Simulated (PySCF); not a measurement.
## Excited-state calculation, with input and output: C4H8GeOS

C4H8GeOS, computed with TDDFT CAM-B3LYP/def2-SVPD, vertical, gas phase, core orbitals frozen in the response (PySCF 2.14.0).

The geometry comes from this level: GFN2-xTB. It belongs to a series of runs on one base structure; here: H on Ge replaced by SH.

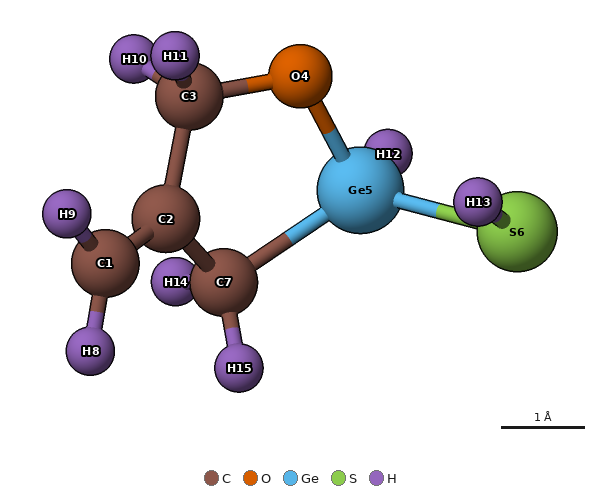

**Figure 1.** The input geometry (ball-and-stick view, seen at a tilt; atoms are numbered from 1 in the order of the input). Sticks mark near contacts.

## Input file
```
{"job": {"kind": "uv", "xc": "CAM-B3LYP", "basis": "def2-SVPD", "nstates": 8, "ntriplets": 3}, "charge": 0, "multiplicity": 1}
C     -1.873193    -0.776568    -0.803082
C     -0.880116    -0.002998    -0.401073
C     -0.852938     0.677635     0.946235
O      0.436343     0.621145     1.522589
Ge     1.729835     0.423206     0.295066
S      2.954191    -1.310498     0.925932
C      0.371311     0.247145    -1.179795
H     -1.862890    -1.254282    -1.768136
H     -2.744475    -0.941183    -0.192455
H     -1.152774     1.727825     0.826663
H     -1.548080     0.198552     1.640345
H      2.617764     1.663385     0.304898
H      1.915622    -1.926167     1.472184
H      0.309903     1.200039    -1.709011
H      0.575083    -0.539247    -1.902273
```

The first line tells a small driver script what to run in PySCF; the rest is the geometry in Å.

Run as:
```bash
OMP_NUM_THREADS=1 python <driver script> task.json out
```

## Log
```
coarse grid: 59408 points
cycle   1  E = -2707.0162765191  dE =  3.896e-01  |g| = 8.366e-01  |ddm| = 7.385e+00
cycle   2  E = -2706.9119447115  dE =  1.043e-01  |g| = 1.169e+00  |ddm| = 2.773e+00
cycle   3  E = -2707.1470252155  dE = -2.351e-01  |g| = 1.231e-01  |ddm| = 1.516e+00
cycle   4  E = -2707.1499033381  dE = -2.878e-03  |g| = 4.784e-02  |ddm| = 2.542e-01
cycle   5  E = -2707.1503312787  dE = -4.279e-04  |g| = 8.298e-03  |ddm| = 8.262e-02
cycle   6  E = -2707.1503454968  dE = -1.422e-05  |g| = 2.515e-03  |ddm| = 1.972e-02
cycle   7  E = -2707.1503471271  dE = -1.630e-06  |g| = 9.264e-04  |ddm| = 6.167e-03
final grid: 123800 points
cycle   8  E = -2707.1503360667  dE =  7.214e-09  |g| = 1.125e-03  |ddm| = 9.291e-03
cycle   9  E = -2707.1503358243  dE =  2.424e-07  |g| = 1.516e-03  |ddm| = 4.324e-03
cycle  10  E = -2707.1503363852  dE = -5.609e-07  |g| = 4.239e-05  |ddm| = 2.451e-03
cycle  11  E = -2707.1503363858  dE = -6.503e-10  |g| = 2.065e-05  |ddm| = 1.245e-04
```

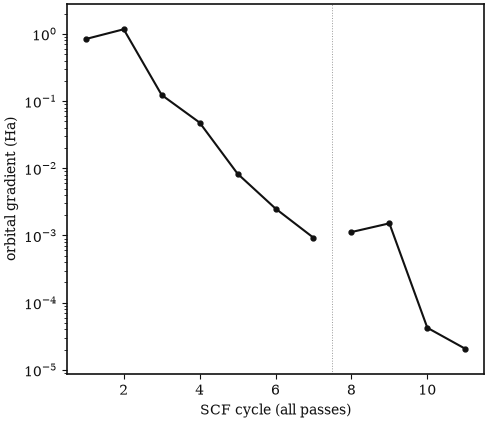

**Figure 2.** Convergence of the self-consistent field: orbital gradient against the SCF cycle. The dotted line marks the change from a coarse to the final integration grid. The first 7 cycles use a coarse grid, the final grid takes over at cycle 8, and the field converges after 11 cycles in all.

```
converged SCF energy = -2707.1503363858

Static polarisability (au): isotropic 100.038, principal 84.427 93.225 122.461

Singlet excitations
state   eV       nm        f      main configurations
  1   5.9461    208.5   0.04568   H->L 0.29, H->L+2 0.23, H-1->L+2 0.15
  2   6.0812    203.9   0.04238   H->L 0.37, H->L+1 0.14, H->L+2 0.09
  3   6.4687    191.7   0.04563   H->L+1 0.21, H-1->L 0.19, H->L+2 0.17
  4   6.7436    183.9   0.06416   H-2->L 0.31, H->L+1 0.11, H-1->L 0.10
  5   6.8685    180.5   0.11612   H->L+3 0.31, H-2->L 0.17, H-1->L 0.17
  6   6.9306    178.9   0.15622   H->L+4 0.25, H-1->L+1 0.19, H->L+1 0.17
  7   7.0926    174.8   0.03620   H-2->L+2 0.21, H-1->L 0.18, H-1->L+2 0.18
  8   7.1424    173.6   0.04070   H->L+3 0.28, H-2->L 0.12, H-2->L+1 0.08

Triplet excitations (Tamm-Dancoff, eV): 4.2808 5.4515 5.6837
```

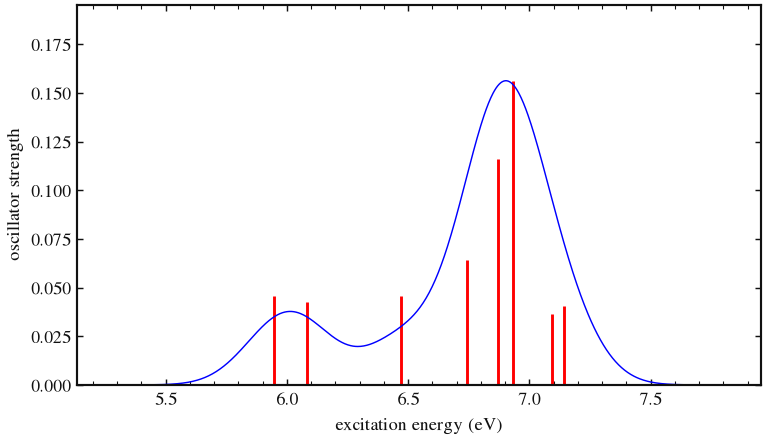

**Figure 3.** Computed excitations as sticks (degenerate states added up, dark ones marked on the axis), with a Gaussian envelope of 0.35 eV full width at half maximum, scaled to the tallest. Of the 8 states the lowest lies at 5.95 eV (f = 0.046); the strongest line is at 6.93 eV, or 179 nm (f = 0.156).

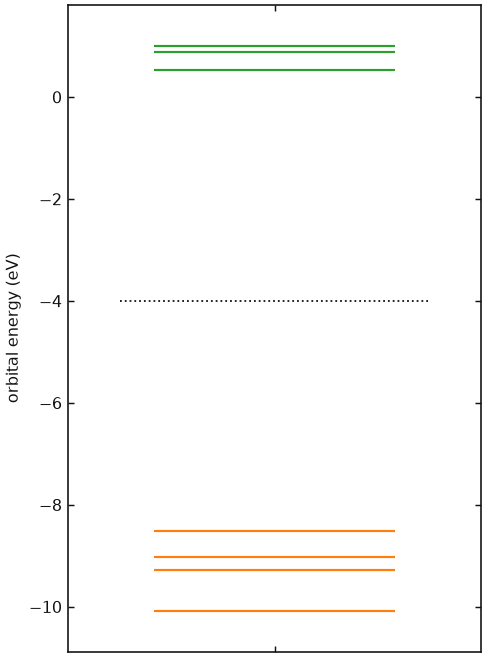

**Figure 4.** Orbital energies near the frontier; the dotted line parts filled from empty levels, and levels within 0.02 eV of each other stand side by side. Highest filled −8.52 eV, lowest empty 0.53 eV, 9.05 eV apart.

## Results in brief

```json
{"quantity": "outcome", "value": "converged"}
{"quantity": "total energy", "value": "−2707.150336 hartree"}
{"quantity": "HOMO", "value": "−8.52 eV"}
{"quantity": "LUMO", "value": "0.53 eV"}
{"quantity": "dipole moment", "value": "2.25 D"}
{"quantity": "mean polarisability", "value": "100.04 a.u."}
{"quantity": "lowest singlet excitation", "value": "5.95 eV"}
{"quantity": "hardware", "value": "1 CPU thread, shared host"}
{"quantity": "wall time", "value": "2 min"}
{"quantity": "peak memory", "value": "1.1 GiB"}
```

## Remarks

Spin–orbit coupling is left out, which matters for the heavy atoms.
